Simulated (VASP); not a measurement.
Band structure of Rb (bcc). Computed with vdW-DF2, VASP's PBE PAW potentials (set 64) (plane waves; VASP).

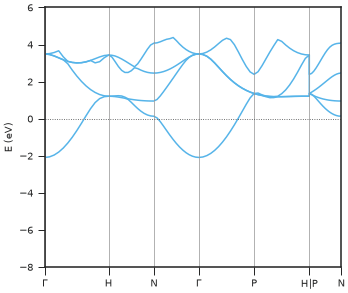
Figure: Bands along high-symmetry lines, zero at the valence-band maximum or, without a gap, the Fermi level

Task: Read the plot: is there a gap, and where are the band edges?

Result: It has no gap at this level: it comes out as a metal or semimetal. (Edges off the drawn lines would not show.)

The compound is Rb in the bcc structure. It was relaxed first.
